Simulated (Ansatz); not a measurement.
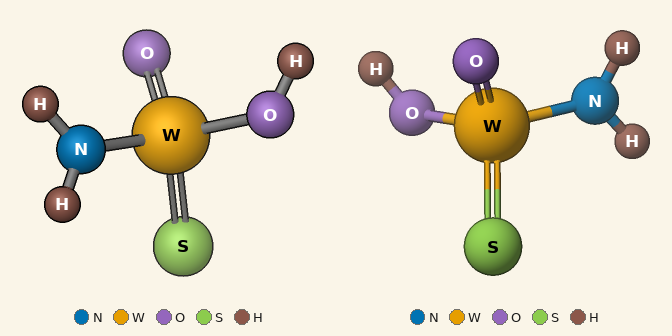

The same structure drawn twice, from different directions.

The species is neutral and a spin singlet. Computed geometry: PBE0-D4/def2-TZVP optimisation.

What does the picture show?

It has 8 atoms: 3 hydrogen, 1 nitrogen, 2 oxygen, 1 sulfur and 1 tungsten (H3NO2SW). SMILES: `[NH2][W@@](=[O])([OH])=[S]`. This geometry has C1 symmetry. Coordination: 1 N trigonal planar; 1 W tetrahedral; 1 O bent.

The parts below concern this one geometry. Atoms keep their numbers from picture to picture.

## Geometry

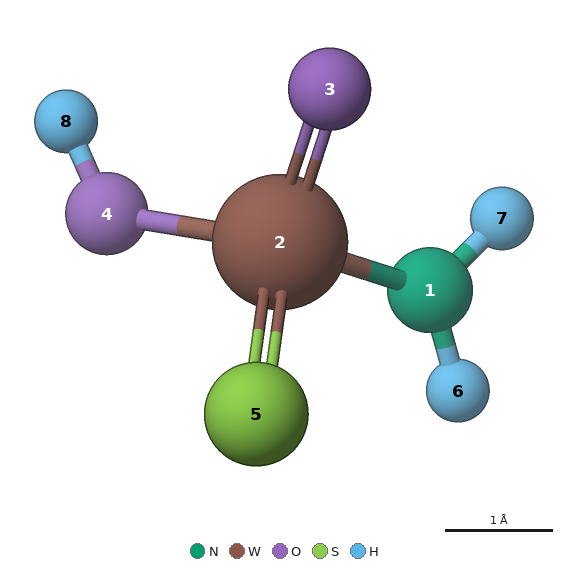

The atoms are numbered.

Which atoms are bonded, and how long are the bonds?

| bond | length (Å) |
| --- | --- |
| N1–W2 | 1.929 |
| N1–H6 | 1.009 |
| N1–H7 | 1.009 |
| W2–O3 | 1.699 |
| W2–O4 | 1.885 |
| W2–S5 | 2.141 |
| O4–H8 | 0.960 |

## Thermal motion

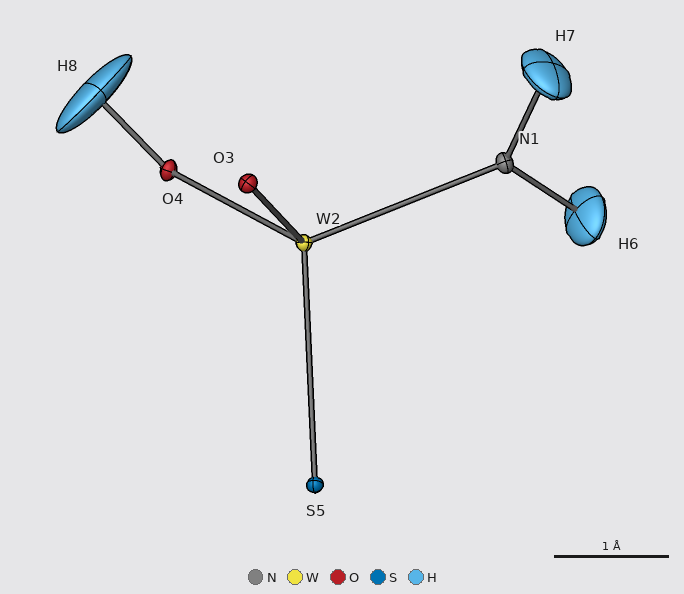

Displacement ellipsoids at the 50 % level, from the internal vibrations of the free molecule (harmonic, no overall translation or rotation; no half-axis is drawn under 0.075 Å). Vibrations computed with RKS PBE0-D4/def2-TZVP, core potentials on W (Ansatz 0.2.0). Temperature: 100 K.

Which atom moves most?

H8, with U_eq = 0.0440 Å².

Does H8 move more along its bond or across it?

Across it: the root-mean-square amplitude is 0.082 Å along the bond and up to 0.307 Å across, since bending and torsion are softer than stretching.

List U_eq and the three principal root-mean-square amplitudes for each kind of atom.

```json
{"atom": "N1", "U_eq (Å²)": "0.0027", "rms amplitudes (Å)": "0.039, 0.053, 0.062"}
{"atom": "W2", "U_eq (Å²)": "0.00009", "rms amplitudes (Å)": "0.009, 0.010, 0.010"}
{"atom": "O3", "U_eq (Å²)": "0.0024", "rms amplitudes (Å)": "0.033, 0.055, 0.056"}
{"atom": "O4", "U_eq (Å²)": "0.0027", "rms amplitudes (Å)": "0.038, 0.052, 0.063"}
{"atom": "S5", "U_eq (Å²)": "0.00099", "rms amplitudes (Å)": "0.029, 0.030, 0.034"}
{"atom": "H6", "U_eq (Å²)": "0.0254", "rms amplitudes (Å)": "0.081, 0.153, 0.214"}
{"atom": "H7", "U_eq (Å²)": "0.0257", "rms amplitudes (Å)": "0.083, 0.151, 0.218"}
{"atom": "H8", "U_eq (Å²)": "0.0440", "rms amplitudes (Å)": "0.080, 0.176, 0.307"}
```

## Charges

The questions are on Mulliken charges. Properties computed with RKS PBE-D4/def2-TZVPP, core potentials on W (Ansatz 0.2.0).

Which atom carries the highest charge (most positive or least negative)?

W2 (0.79 e).

And the lowest?

N1 (−0.41 e).

List the Mulliken charges.

```
atom  value (e)
  N1      −0.41
  W2       0.79
  O3      −0.33
  O4      −0.35
  S5      −0.28
  H6       0.19
  H7       0.18
  H8       0.21
```

## Electronic properties

Method: RKS PBE-D4/def2-TZVPP, core potentials on W (Ansatz 0.2.0).

Estimate the dipole moment.

3.95 D.

Give the dispersion correction at this level.

−21.5 kJ/mol.

Estimate the HOMO energy (Kohn–Sham orbital).

−6.15 eV.

Estimate the LUMO energy (Kohn–Sham orbital).

−2.77 eV.

Mulliken values depend strongly on the basis set and can even reverse the polarity of a bond.
